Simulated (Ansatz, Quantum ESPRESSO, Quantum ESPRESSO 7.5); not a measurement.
# Ag(111) with three reversed steps (a thin twin lamella): ballistic transmission

Aim: the zero-bias transmission with pwcond for this junction: Ag(111) with three reversed steps (a thin twin lamella).

Method: plane-wave DFT, LDA, GBRV ultrasoft pseudopotentials (cross-check by Ansatz 0.2.0 with PAW datasets), in Quantum ESPRESSO 7.5.

**1. Set-up**

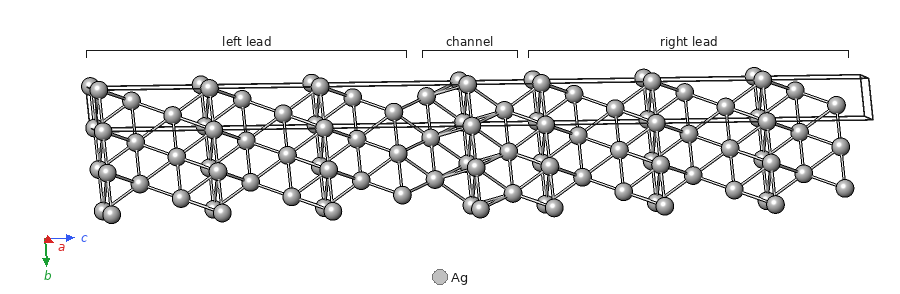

The starting structure, seen from the side, with the c axis across the page (silver light grey). 1×3×1 cells are drawn. Some periodic images of atoms are drawn too.

The cell holds 21 atoms: 21 Ag. Cell: a = 2.934 Å, b = 2.934 Å, c = 50.316 Å, α = 90.0°, β = 90.0°, γ = 60.0°. It derives from Ag. Regions: left lead, 9 atoms (9 Ag); channel, 3 atoms (3 Ag); right lead, 9 atoms (9 Ag). The structure is stacked along c, and the current runs across the ab planes.

**2. Self-consistent run**

One periodic cell holds a stretch of lead, the junction and more lead; the atoms stay as built.

scf.in

```
&control
  prefix = 'scf'
  outdir = './out'
  pseudo_dir = './pseudo'
  calculation = 'scf'
  tprnfor = .true.
/
&system
  ibrav = 0
  nat = 21
  ntyp = 1
  ecutwfc = 40
  ecutrho = 200
  occupations = 'smearing'
  smearing = 'mv'
  degauss = 0.01
/
&electrons
  conv_thr = 1e-07
  mixing_beta = 0.25
  electron_maxstep = 120
  mixing_mode = 'local-TF'
/
ATOMIC_SPECIES
  Ag  107.8682  ag_lda_v1.4.uspp.F.UPF
CELL_PARAMETERS angstrom
  2.93449314192417 0.00000000000000 0.00000000000000
  1.46724657096209 2.54134560813755 0.00000000000000
  0.00000000000000 0.00000000000000 50.31607595987590
ATOMIC_POSITIONS crystal
  Ag  0.000000000000 0.000000000000 0.000000000000
  Ag  0.333333333000 0.333333333000 0.047619047619
  Ag  0.666666667000 0.666666667000 0.095238095238
  Ag  0.000000000000 0.000000000000 0.142857142857
  Ag  0.333333333000 0.333333333000 0.190476190476
  Ag  0.666666667000 0.666666667000 0.238095238095
  Ag  0.000000000000 0.000000000000 0.285714285714
  Ag  0.333333333000 0.333333333000 0.333333333333
  Ag  0.666666667000 0.666666667000 0.380952380952
  Ag  0.333333333000 0.333333333000 0.428571428571
  Ag  0.000000000000 0.000000000000 0.476190476190
  Ag  0.666666667000 0.666666667000 0.523809523810
  Ag  0.000000000000 0.000000000000 0.571428571429
  Ag  0.333333333000 0.333333333000 0.619047619048
  Ag  0.666666667000 0.666666667000 0.666666666667
  Ag  0.000000000000 0.000000000000 0.714285714286
  Ag  0.333333333000 0.333333333000 0.761904761905
  Ag  0.666666667000 0.666666667000 0.809523809524
  Ag  0.000000000000 0.000000000000 0.857142857143
  Ag  0.333333333000 0.333333333000 0.904761904762
  Ag  0.666666667000 0.666666667000 0.952380952381
K_POINTS automatic
  9 9 1 0 0 0
```

The run is started by

```
$ OMP_NUM_THREADS=1 mpirun -n 8 pw.x -nk 4 -in scf.in > scf.out
```

The log of the run:

```text
Program PWSCF v.7.5 starts
[citation notice left out]

     Parallel version (MPI & OpenMP), running on       8 processor cores
     Number of MPI processes:                 8
     Threads/MPI process:                     1

     MPI processes distributed on     1 nodes
[...]
Current dimensions of program PWSCF are:
     Max number of different atomic species (ntypx) = 10
     Max number of k-points (npk) =  40000
     Max angular momentum in pseudopotentials (lmaxx) =  4
     Message from routine setup:
     using ibrav=0 with symmetry is DISCOURAGED, use correct ibrav instead

     K-points division:     npool     =       4
     R & G space division:  proc/nbgrp/npool/nimage =       2
     Subspace diagonalization in iterative solution of the eigenvalue problem:
     a serial algorithm will be used

     Parallelization info
     --------------------
     sticks:   dense  smooth     PW     G-vecs:    dense   smooth      PW
     Min         210     174     54                60478    43302    7648
     Max         211     175     55                60563    43325    7687
     Sum         421     349    109               121041    86627   15335

     Using Slab Decomposition

     bravais-lattice index     =            0
     lattice parameter (alat)  =       5.5454  a.u.
     unit-cell volume          =    2532.2128 (a.u.)^3
     number of atoms/cell      =           21
     number of atomic types    =            1
     number of electrons       =       399.00
     number of Kohn-Sham states=          240
     kinetic-energy cutoff     =      40.0000  Ry
     charge density cutoff     =     200.0000  Ry
     scf convergence threshold =      1.0E-07
     mixing beta               =       0.2500
     number of iterations used =            8  local-TF  mixing
     Exchange-correlation=  SLA  PZ   NOGX NOGC
                           (   1   1   0   0   0   0   0)

     celldm(1)=   5.545388  celldm(2)=   0.000000  celldm(3)=   0.000000
     celldm(4)=   0.000000  celldm(5)=   0.000000  celldm(6)=   0.000000

     crystal axes: (cart. coord. in units of alat)
               a(1) = (   1.000000   0.000000   0.000000 )
               a(2) = (   0.500000   0.866025   0.000000 )
               a(3) = (   0.000000   0.000000  17.146428 )

     reciprocal axes: (cart. coord. in units 2 pi/alat)
               b(1) = (  1.000000 -0.577350  0.000000 )
               b(2) = (  0.000000  1.154701  0.000000 )
               b(3) = (  0.000000  0.000000  0.058321 )

     PseudoPot. # 1 for Ag read from file:
     ./pseudo/ag_lda_v1.4.uspp.F.UPF
     Pseudo is Ultrasoft + core correction, Zval = 19.0
     Generated by new atomic code, or converted to UPF format
     Using radial grid of  887 points,  6 beta functions with:
                l(1) =   0
                l(2) =   0
                l(3) =   1
                l(4) =   1
                l(5) =   2
                l(6) =   2
     Q(r) pseudized with  6 coefficients,  rinner =    1.300   1.300   1.300
                                                       1.300   1.300

     atomic species   valence    mass     pseudopotential
     Ag               19.00   107.86820     Ag( 1.00)

      6 Sym. Ops. (no inversion) found

   Cartesian axes

     site n.     atom                  positions (alat units)
         1        Ag     tau(   1) = (   0.0000000   0.0000000   0.0000000  )
         2        Ag     tau(   2) = (   0.5000000   0.2886751   0.8164966  )
         3        Ag     tau(   3) = (   1.0000000   0.5773503   1.6329932  )
         4        Ag     tau(   4) = (   0.0000000   0.0000000   2.4494897  )
         5        Ag     tau(   5) = (   0.5000000   0.2886751   3.2659863  )
         6        Ag     tau(   6) = (   1.0000000   0.5773503   4.0824829  )
         7        Ag     tau(   7) = (   0.0000000   0.0000000   4.8989795  )
         8        Ag     tau(   8) = (   0.5000000   0.2886751   5.7154761  )
         9        Ag     tau(   9) = (   1.0000000   0.5773503   6.5319726  )
        10        Ag     tau(  10) = (   0.5000000   0.2886751   7.3484692  )
        11        Ag     tau(  11) = (   0.0000000   0.0000000   8.1649658  )
        12        Ag     tau(  12) = (   1.0000000   0.5773503   8.9814624  )
        13        Ag     tau(  13) = (   0.0000000   0.0000000   9.7979590  )
        14        Ag     tau(  14) = (   0.5000000   0.2886751  10.6144556  )
        15        Ag     tau(  15) = (   1.0000000   0.5773503  11.4309521  )
        16        Ag     tau(  16) = (   0.0000000   0.0000000  12.2474487  )
        17        Ag     tau(  17) = (   0.5000000   0.2886751  13.0639453  )
        18        Ag     tau(  18) = (   1.0000000   0.5773503  13.8804419  )
        19        Ag     tau(  19) = (   0.0000000   0.0000000  14.6969385  )
        20        Ag     tau(  20) = (   0.5000000   0.2886751  15.5134350  )
        21        Ag     tau(  21) = (   1.0000000   0.5773503  16.3299316  )

     number of k points=    12  Marzari-Vanderbilt smearing, width (Ry)=  0.0100
                       cart. coord. in units 2pi/alat
        k(    1) = (   0.0000000   0.0000000   0.0000000), wk =   0.0246914
        k(    2) = (   0.0000000   0.1283001   0.0000000), wk =   0.1481481
        k(    3) = (   0.0000000   0.2566001   0.0000000), wk =   0.1481481
        k(    4) = (   0.0000000   0.3849002   0.0000000), wk =   0.1481481
        k(    5) = (   0.0000000   0.5132002   0.0000000), wk =   0.1481481
        k(    6) = (   0.1111111   0.1924501   0.0000000), wk =   0.1481481
        k(    7) = (   0.1111111   0.3207501   0.0000000), wk =   0.2962963
        k(    8) = (   0.1111111   0.4490502   0.0000000), wk =   0.2962963
        k(    9) = (   0.1111111  -0.5773503   0.0000000), wk =   0.1481481
        k(   10) = (   0.2222222   0.3849002   0.0000000), wk =   0.1481481
        k(   11) = (   0.2222222  -0.6415003   0.0000000), wk =   0.2962963
        k(   12) = (   0.3333333  -0.5773503   0.0000000), wk =   0.0493827

     Dense  grid:   121041 G-vectors     FFT dimensions: (  25,  25, 432)

     Smooth grid:    86627 G-vectors     FFT dimensions: (  24,  24, 384)

     Estimated max dynamical RAM per process >     276.67 MB

     Estimated total dynamical RAM >       2.07 GB

     Initial potential from superposition of free atoms

     starting charge     388.4993, renormalised to     399.0000
     Starting wfcs are  273 randomized atomic wfcs

     total cpu time spent up to now is        9.2 secs

     per-process dynamical memory:   142.2 Mb

     Self-consistent Calculation

[...]
12.7801  12.7895  12.8111  12.8290  12.8328  12.8350  12.8444  12.8683
    12.9179  12.9210  12.9844  13.0172  13.0429  13.0879  13.1265  13.1301
    13.1437  13.1923  13.2314  13.3052  13.5152  13.7962  14.0812  14.5668
    14.9134  15.4267  15.9003  16.3644  17.0051  17.3787  18.2103  18.4718
    19.4941  19.6458  20.8106  20.9093  21.8071  21.9818  22.0337  22.0856
    22.2315  22.4106  22.7252  22.8361  23.1560  23.2054  23.4394  23.6595
    23.8465  24.0157  24.3371  24.4707  24.7781  25.1045  25.2030  25.6875
    25.8752  26.0235  26.2644  26.8138  26.9839  27.2322  27.5211  27.6169

          k = 0.0000 0.5132 0.0000 ( 10774 PWs)   bands (ev):

   -75.6953 -75.6951 -75.6948 -75.6944 -75.6939 -75.6935 -75.6931 -75.6923
   -75.6918 -75.6914 -75.6910 -75.6906 -75.6903 -75.6902 -75.6901 -75.6899
   -75.6896 -75.6874 -75.6853 -75.6833 -75.6833 -39.3150 -39.3137 -39.3115
   -39.3089 -39.3078 -39.3072 -39.3056 -39.3051 -39.3035 -39.3029 -39.3004
   -39.2991 -39.2986 -39.2975 -39.2957 -39.2943 -39.2935 -39.2933 -39.2911
   -39.2875 -39.2850 -39.2466 -39.2440 -39.2418 -39.2385 -39.2339 -39.2338
   -39.2332 -39.2329 -39.2316 -39.2298 -39.2296 -39.2282 -39.2279 -39.2277
   -39.2266 -39.2266 -39.2255 -39.2244 -39.2227 -39.2218 -39.2209 -39.2184
   -39.2175 -39.2168 -39.2154 -39.2136 -39.2123 -39.2099 -39.2095 -39.2080
   -39.2065 -39.2057 -39.2044 -39.2029 -39.2026 -39.2015 -39.2006 -39.1992
   -39.1974 -39.1971 -39.1961 -39.1945   9.8389   9.8485   9.8517   9.8674
     9.8880   9.9088   9.9175   9.9419   9.9695   9.9804   9.9892   9.9986
    10.0296  10.0396  10.0721  10.0823  10.1067  10.1176  10.1731  10.1786
    10.2094  10.2224  10.2492  10.2636  10.2784  10.3165  10.3351  10.3685
    10.4803  10.5736  10.7361  10.7760  10.9621  11.0121  11.0734  11.1677
    11.1948  11.2204  11.2537  11.2800  11.3139  11.3301  11.3441  11.3540
    11.4018  11.4264  11.5207  11.5595  11.6830  11.6964  11.7415  11.7450
    11.7924  11.8606  11.9015  11.9180  11.9625  11.9710  12.1461  12.1712
    12.1804  12.2206  12.2432  12.3287  12.4362  12.4718  12.5332  12.5441
    12.6428  12.6871  12.6970  12.7255  12.8588  12.8644  12.8671  12.8912
    12.9633  12.9657  12.9965  12.9973  12.9996  13.0035  13.0078  13.0092
    13.0159  13.0181  13.0213  13.0339  13.0383  13.0564  13.0603  13.0697
    13.0751  13.0900  13.0925  13.1020  13.1099  13.1145  13.1204  13.1352
    13.1614  13.1700  13.1744  13.2054  13.2177  14.8758  14.9270  15.0595
    15.1252  15.2359  15.4067  15.5050  15.5855  15.7941  16.0631  16.1167
    16.6044  16.7766  17.2254  17.5154  17.8558  18.0977  18.3113  18.4014
    18.5058  18.5589  19.3906  19.4742  19.6278  19.8280  19.9645  20.0764
    20.4223  20.7478  21.1451  21.4463  21.6427  21.9830  22.3096  22.4689
    22.6196  22.7287  23.2633  23.3818  23.6177  23.8545  24.1249  24.3105
    24.5024  24.8657  25.0655  25.3628  25.7161  26.1543  26.1916  26.3952

          k = 0.1111 0.1925 0.0000 ( 10885 PWs)   bands (ev):

   -75.7045 -75.7041 -75.7035 -75.7027 -75.7018 -75.7008 -75.6998 -75.6988
   -75.6985 -75.6973 -75.6973 -75.6961 -75.6954 -75.6944 -75.6940 -75.6933
   -75.6931 -75.6928 -75.6894 -75.6875 -75.6871 -39.2971 -39.2952 -39.2916
   -39.2904 -39.2842 -39.2834 -39.2738 -39.2736 -39.2623 -39.2618 -39.2500
   -39.2500 -39.2391 -39.2390 -39.2324 -39.2316 -39.2304 -39.2302 -39.2295
   -39.2285 -39.2262 -39.2261 -39.2229 -39.2226 -39.2221 -39.2220 -39.2187
   -39.2182 -39.2174 -39.2153 -39.2142 -39.2122 -39.2113 -39.2101 -39.2099
   -39.2092 -39.2082 -39.2061 -39.2051 -39.2041 -39.2036 -39.2018 -39.2012
   -39.1993 -39.1992 -39.1975 -39.1968 -39.1952 -39.1951 -39.1938 -39.1937
   -39.1936 -39.1932 -39.1924 -39.1916 -39.1908 -39.1879 -39.1873 -39.1854
   -39.1847 -39.1816 -39.1803 -39.1774   9.3104   9.3646   9.3659   9.5247
     9.5256   9.7751   9.7753  10.0849  10.0861  10.3320  10.3479  10.3664
    10.3674  10.3905  10.3909  10.4076  10.4151  10.4656  10.4779  10.5114
    10.5227  10.8206  10.8216  10.8688  10.8818  10.9226  10.9529  10.9573
    10.9685  10.9981  11.0099  11.0372  11.0377  11.0432  11.0439  11.0949
    11.1057  11.1110  11.1239  11.1516  11.1914  11.2357  11.2476  11.2731
    11.3412  11.3689  11.4110  11.4610  11.4836  11.4889  11.5215  11.5702
    11.5752  11.5816  11.5855  11.5909  11.5980  11.5988  11.6203  11.6204
    11.6387  11.6483  11.6735  11.6738  11.6824  11.6956  11.7391  11.7631
    11.7848  11.7857  11.8634  11.8916  11.9063  11.9085  11.9179  11.9237
    11.9583  11.9620  12.0004  12.0005  12.0145  12.0200  12.0445  12.0557
    12.0772  12.1163  12.1165  12.1426  12.1590  12.2008  12.2222  12.2336
    12.2534  12.2922  12.3346  12.3877  12.4229  12.4720  12.4763  12.4791
    12.5224  12.5240  12.5721  12.5784  12.6721  12.6919  12.7780  12.7853
    12.8744  12.8827  12.9289  12.9444  12.9830  12.9904  13.2435  13.2447
    13.7975  13.7994  14.5363  14.5368  15.4450  15.4453  16.4864  16.4864
    17.5011  17.5044  19.7320  19.7348  21.0069  21.0071  22.5639  22.5643
    24.2475  24.2494  26.0143  26.0164  27.8064  27.8099  28.0209  28.0301
    28.0503  28.0551  28.1244  28.1457  28.2068  28.2304  28.3760  28.4008
    28.4900  28.5507  28.6490  28.6722  28.9803  28.9871  29.0804  29.1008

[...]
the Fermi energy is    15.9101 ev

!    total energy              =   -6209.77027466 Ry
     estimated scf accuracy    <       0.00000010 Ry
     smearing contrib. (-TS)   =       0.00087307 Ry
     internal energy E=F+TS    =   -6209.77114773 Ry

     The total energy is F=E-TS. E is the sum of the following terms:
     one-electron contribution =   -2723.23022664 Ry
     hartree contribution      =    1545.63179242 Ry
     xc contribution           =    -600.12758466 Ry
     ewald contribution        =   -4432.04512886 Ry

     convergence has been achieved in  11 iterations

     Forces acting on atoms (cartesian axes, Ry/au):

     atom    1 type  1   force =     0.00000000    0.00000000   -0.00000933
     atom    2 type  1   force =     0.00000000    0.00000000   -0.00002046
     atom    3 type  1   force =     0.00000000    0.00000000   -0.00001750
     atom    4 type  1   force =     0.00000000    0.00000000   -0.00004681
     atom    5 type  1   force =     0.00000000    0.00000000   -0.00000198
     atom    6 type  1   force =     0.00000000    0.00000000   -0.00001240
     atom    7 type  1   force =     0.00000000    0.00000000    0.00010654
     atom    8 type  1   force =     0.00000000    0.00000000   -0.00044397
     atom    9 type  1   force =     0.00000000    0.00000000   -0.00005752
     atom   10 type  1   force =     0.00000000    0.00000000    0.00051501
     atom   11 type  1   force =     0.00000000    0.00000000   -0.00052349
     atom   12 type  1   force =     0.00000000    0.00000000    0.00005950
     atom   13 type  1   force =     0.00000000    0.00000000    0.00044480
     atom   14 type  1   force =     0.00000000    0.00000000   -0.00010917
     atom   15 type  1   force =     0.00000000    0.00000000    0.00002548
     atom   16 type  1   force =     0.00000000    0.00000000   -0.00000865
     atom   17 type  1   force =     0.00000000    0.00000000    0.00003718
     atom   18 type  1   force =     0.00000000    0.00000000    0.00001862
     atom   19 type  1   force =     0.00000000    0.00000000    0.00003151
     atom   20 type  1   force =     0.00000000    0.00000000    0.00001995
     atom   21 type  1   force =     0.00000000    0.00000000   -0.00000731

     Total force =     0.000986     Total SCF correction =     0.000854
     SCF correction compared to forces is large: reduce conv_thr to get better values

[...]
=------------------------------------------------------------------------------=
   JOB DONE.
=------------------------------------------------------------------------------=
```

Run time: 5.1 min. Hardware: 8 MPI ranks of Arm Neoverse N1, shared host; peak memory 2.4 GiB; 41 min of CPU time.

Numbers from this step:

```
free energy  : -84488.2287 eV
Fermi energy : 15.91 eV
```

The program's own clock; routines nest. Time by routine:

```csv
routine,wall time (s),calls
PWSCF,305.6,1
electrons,292.3,1
c_bands,264.1,11
cegterg,256.2,33
h_psi,117.3,145
fftw,78.46,46538
vloc_psi,70.25,145
calbec,36.24,190
sum_band,25.97,11
cdiaghg,23.61,142
h_psi:calbec,23.32,145
add_vuspsi,22.98,145
s_psi,22.97,145
init_run,9.06,1
```

The run needed 11 iterations to bring the estimated error under 1e-07 Ry; the largest force on any atom, held or free, is 0.01 eV/Å.

(Part 1 of 4 ends here.)

[Logs are printed without paths, hosts, clocks, repeated set-up lines and the standing remarks that a program may print on its own settings, such as how far it seeks lower states.]

[Hosts, paths, dates, database ids (printed as entryN), source tags and the programs' standing remarks are cut or masked in the printed files.]

[Maps of the electrostatic potential energy from Ansatz leave out the sawtooth potential of an applied field or a dipole correction, so their vacuum need not be flat; planar profiles and work functions include it.]
